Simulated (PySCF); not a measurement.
# TeNH₃: structure of the singlet

The task is one start of a wider search on TeNH₃: the singlet, from a PBE0 minimum start. It is relaxed, tested by its Hessian and followed downhill if it is a saddle.

Program: PySCF 2.14.0. Level of theory: PBE0, basis Te def2-TZVP with ECP28, N def2-TZVP, H def2-TZVP, scalar-relativistic core potentials, no spin–orbit coupling, density fitting. These are calculated values, not measurements.

## Step 1: Starting geometry

5 atoms, charge 0, spin multiplicity 1.

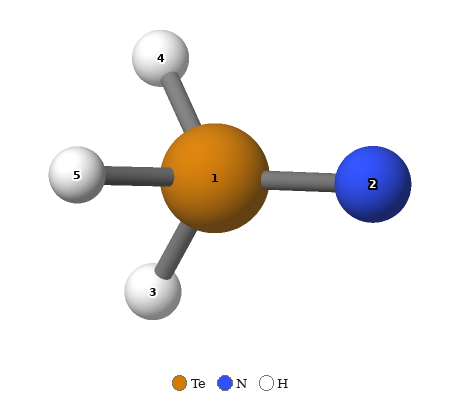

Start geometry, drawn with tellurium orange, nitrogen blue, hydrogen white; atoms are numbered from 1 in the order of the file.

```xyz
5
charge 0 multiplicity 1
Te    0.1326    0.0000   -0.0757
N    -1.4402    0.0000    0.8226
H     0.6237    1.2289   -1.1722
H     0.6237   -1.2289   -1.1722
H     1.6777    0.0000    0.6767
```

## Step 2: The SCF at the typed geometry

The steps below are one call of a driver around PySCF. For each, scf.py gives the equivalent set-up of the SCF; relaxations use the driver's own optimiser. After this first run the driver tries any further starts and a stability analysis.

Contents of scf.py:

```python
from pyscf import gto, scf, dft
mol = gto.M(atom='''
Te     0.132552     0.000000    -0.075737
N     -1.440215     0.000000     0.822638
H      0.623720     1.228892    -1.172153
H      0.623720    -1.228892    -1.172153
H      1.677732     0.000000     0.676656''',
    basis={'Te': 'def2-TZVP', 'N': 'def2-TZVP', 'H': 'def2-TZVP'},
    ecp={'Te': 'def2-TZVP'},
    charge=0, spin=0)
mf = dft.RKS(mol, xc='PBE0')
mf.grids.atom_grid = (50, 194)
aux = {'Te': 'def2-universal-JKFIT', 'N': 'def2-universal-JKFIT', 'H': 'def2-universal-JKFIT'}
mf = mf.density_fit(auxbasis=aux)
mf.conv_tol = 1e-08
mf.diis_space = 10
mf.max_cycle = 60
mf.init_guess = 'minao'
mf.verbose = 4
mf.kernel()
```

Run with:

```
$ OMP_NUM_THREADS=2 python axn.py task.json out
```

What it wrote:

```text
init E= -282.576373215621
  HOMO = -0.686300897013401  LUMO = -0.582069963185813  gap/eV = 2.83627
cycle= 1 E= -322.529420024453  delta_E=  -40  |g|= 3.23  |ddm|= 28.4
  HOMO = -0.129206407698579  LUMO = 0.0825682005215551  gap/eV = 5.76268
cycle= 2 E= -322.171116065916  delta_E= 0.358  |g|= 3.71  |ddm|= 8.32
  HOMO = -0.149497507909984  LUMO = -0.0402684106361928  gap/eV = 2.97228
cycle= 3 E= -323.750417652602  delta_E= -1.58  |g|= 1.39  |ddm|= 4.21
  HOMO = -0.322880168564051  LUMO = -0.0963666031839558  gap/eV = 6.16375
cycle= 4 E= -323.996984615472  delta_E= -0.247  |g|=  1.1  |ddm|= 2.37
  HOMO = -0.242695825502738  LUMO = -0.0713581938258265  gap/eV = 4.66233
cycle= 5 E= -324.297830835042  delta_E= -0.301  |g|= 0.119  |ddm|= 0.779
  HOMO = -0.237182147925375  LUMO = -0.0705950951753405  gap/eV = 4.53306
cycle= 6 E= -324.302087052646  delta_E= -0.00426  |g|= 0.0254  |ddm|= 0.167
  HOMO = -0.238561863655248  LUMO = -0.0691612043675836  gap/eV = 4.60963
cycle= 7 E= -324.302303843746  delta_E= -0.000217  |g|= 0.00296  |ddm|= 0.0347
  HOMO = -0.238686626011122  LUMO = -0.0692430129800865  gap/eV = 4.61080
cycle= 8 E= -324.302305497889  delta_E= -1.65e-06  |g|= 0.000752  |ddm|= 0.00284
  HOMO = -0.238667315904109  LUMO = -0.0692726375950592  gap/eV = 4.60946
cycle= 9 E= -324.302305589596  delta_E= -9.17e-08  |g|= 0.000218  |ddm|= 0.000527
  HOMO = -0.238656299247714  LUMO = -0.0692586864109135  gap/eV = 4.60954
cycle= 10 E= -324.302305598142  delta_E= -8.55e-09  |g|= 7.87e-05  |ddm|= 0.000157
  HOMO = -0.238634064007003  LUMO = -0.069253194058307  gap/eV = 4.60909
Extra cycle  E= -324.302305579776  delta_E= 1.84e-08  |g|= 0.000281  |ddm|= 0.000335
converged SCF energy = -324.302305579776
```

This step, with its further starts and checks, needed 4.7 s of wall time on 2 threads of Arm Neoverse V2, shared host.

The test of internal stability found no lower closed-shell solution.

## Step 3: Relaxing the singlet from the PBE0 minimum start

The program finds C3v symmetry in the start, which this walk keeps. The walk stops when the largest gradient is under 0.0003 Eh/bohr and the energy has settled too.

scf.py, as its differences from that of step 2:

```diff
@@ -3,5 +3,5 @@
-Te     0.132552     0.000000    -0.075737
-N     -1.440215     0.000000     0.822638
-H      0.623720     1.228892    -1.172153
-H      0.623720    -1.228892    -1.172153
-H      1.677732     0.000000     0.676656''',
+Te     0.132607     0.000000    -0.075642
+N     -1.440693     0.000000     0.821799
+H      0.623412     1.228791    -1.172352
+H      0.623412    -1.228791    -1.172352
+H      1.677951    -0.000000     0.676358''',
@@ -18 +17,0 @@
-mf.init_guess = 'minao'
```

Energy and gradient, step by step:

| step | energy (Eh) | change (kJ/mol) | largest symmetric gradient (Eh/bohr) |
| --- | --- | --- | --- |
| 0 | -324.302305 | 0.00 | 0.00002 |

The walk took 1.6 s.

Geometry (Å) and forces (eV/Å) at some steps:

```
step 0
Te   0.133   0.000  -0.076  -0.001   0.000  -0.004
N   -1.441   0.000   0.822   0.001   0.000   0.004
H    0.623   1.229  -1.172   0.001   0.001   0.001
H    0.623  -1.229  -1.172   0.001  -0.001   0.001
H    1.678   0.000   0.676  -0.001   0.000   0.000
```

After 0 steps and 0.0 kJ/mol it ends at C3v: Te–H 1.719 Å (×3), Te–N 1.811 Å; H–Te–H 91.3° (×3), H–Te–N 124.4° (×3).

## Step 4: Is it a minimum? Harmonic modes

The point is checked on the finer grid, and tightened if its gradient asks for it. The Hessian and the dipole derivatives come from central differences of analytic gradients, with steps of 0.02 bohr.

scf.py, as its differences from that of step 3:

```diff
@@ -3 +3 @@
-Te     0.132607     0.000000    -0.075642
+Te     0.132607    -0.000000    -0.075642
@@ -12 +12 @@
-mf.grids.atom_grid = (50, 194)
+mf.grids.atom_grid = (75, 302)
@@ -15 +15 @@
-mf.conv_tol = 1e-08
+mf.conv_tol = 1e-10
```

This SCF starts from the last density.

SCF at the final geometry:

```text
init E= -324.302331844621
  HOMO = -0.238659378998621  LUMO = -0.0692546184006595  gap/eV = 4.60974
cycle= 1 E= -324.302331844556  delta_E= 6.43e-11  |g|= 1.65e-05  |ddm|= 1.9e-05
  HOMO = -0.238664492578447  LUMO = -0.069256051309095  gap/eV = 4.60984
cycle= 2 E= -324.302331843706  delta_E= 8.51e-10  |g|= 6.02e-05  |ddm|= 6.86e-05
  HOMO = -0.238660571039696  LUMO = -0.0692549954051245  gap/eV = 4.60976
cycle= 3 E= -324.302331844626  delta_E= -9.2e-10  |g|= 6.02e-07  |ddm|= 5.36e-05
  HOMO = -0.238660520777255  LUMO = -0.0692549603652353  gap/eV = 4.60976
cycle= 4 E= -324.302331844626  delta_E= -7.96e-13  |g|= 6.04e-08  |ddm|= 6.71e-07
  HOMO = -0.238660518841011  LUMO = -0.0692549606296105  gap/eV = 4.60976
Extra cycle  E= -324.302331844626  delta_E= 5.68e-14  |g|= 7.5e-08  |ddm|= 1.49e-07
converged SCF energy = -324.302331844626
```

The whole step took 33 s.

Geometry: C3v; Te–H 1.719 Å (×3), Te–N 1.811 Å; H–Te–H 91.3° (×3), H–Te–N 124.4° (×3).

Harmonic modes (main isotopes):

```csv
symmetry,ω (cm⁻¹),IR (km/mol),μ (u)
e,413,1.5,1.17
e,836,51.6,1.01
a1,864,4.3,2.47
a1,931,119,1.57
e,1797,520,1.02
a1,1906,235,1.01
```

Every mode is real; the point is a minimum.

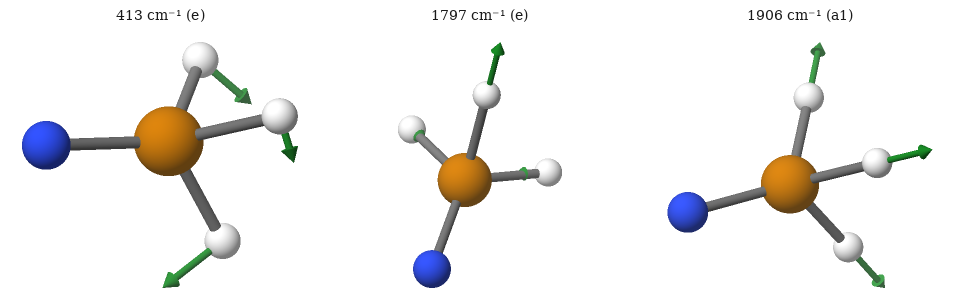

How the atoms move in 3 of the modes.

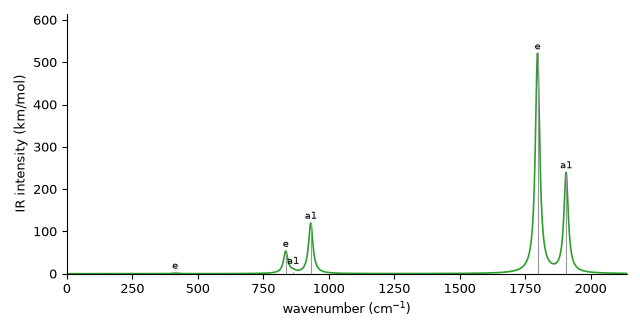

The harmonic infrared spectrum (widths in cm⁻¹). Lines are broadened to a width of 20 cm⁻¹ (Lorentzian).

Constants and moments:

* Dipole moment: 4.73 D
* Highest occupied level: -6.49 eV
* Lowest empty level: -1.88 eV
* Rotational constants: 2.769, 0.3483, 0.3483 cm⁻¹
* Zero-point energy: 58.6 kJ/mol
* Principal polarisabilities: 43.3, 43.3, 66.1 bohr³
* Atomisation energy without zero-point energy: 684 kJ/mol
* Principal traceless quadrupole moments about the centre of mass: -7.82, 3.91, 3.91 D Å
* Entropy at 298.15 K and 1 bar: 260.6 J/(mol K)
* Heat capacity Cp at 298.15 K: 54.8 J/(mol K)
* Enthalpy at 298.15 K above 0 K: 12.13 kJ/mol
* Rotational symmetry number: 3

Charges (e) and bond orders:

```json
{"atom": "Te1", "Mulliken": "0.54", "Löwdin": "0.76", "polar tensor": "1.22", "Mayer order to Te1": "–"}
{"atom": "N2", "Mulliken": "-0.60", "Löwdin": "-0.67", "polar tensor": "-0.51", "Mayer order to Te1": "2.22"}
{"atom": "H3,4,5", "Mulliken": "0.02", "Löwdin": "-0.03", "polar tensor": "-0.24", "Mayer order to Te1": "0.76"}
```

Mulliken populations on Te1 (outside its core potential): s 3.66, p 9.17, d 10.58, f 0.06.

## Step 5: What came out

```
                                 quantity                                                                   value
                                  minimum                                                            singlet, C3v
                                 geometry  Te–H 1.719 Å (×3), Te–N 1.811 Å; H–Te–H 91.3° (×3), H–Te–N 124.4° (×3)
                       wavenumbers (cm⁻¹)               413 (e), 836 (e), 864 (a1), 931 (a1), 1797 (e), 1906 (a1)
                            dipole moment                                                                  4.73 D
     highest occupied, lowest empty level                                                         -6.49, -1.88 eV
               polar-tensor charge of Te1                                                                 +1.22 e
                        zero-point energy                                                             58.6 kJ/mol
                      entropy at 298.15 K                                                         260.6 J/(mol K)
atomisation energy (no zero-point energy)                                                              684 kJ/mol
```

What this shows: The molecule stays C3v, as typed, and the end point is a minimum. The strongest infrared band lies at 1797 cm⁻¹ (e, stretch). Only this shape and spin were tried, so other structures or states may lie lower. Spin–orbit coupling is left out.

The search up to here took 40 s.
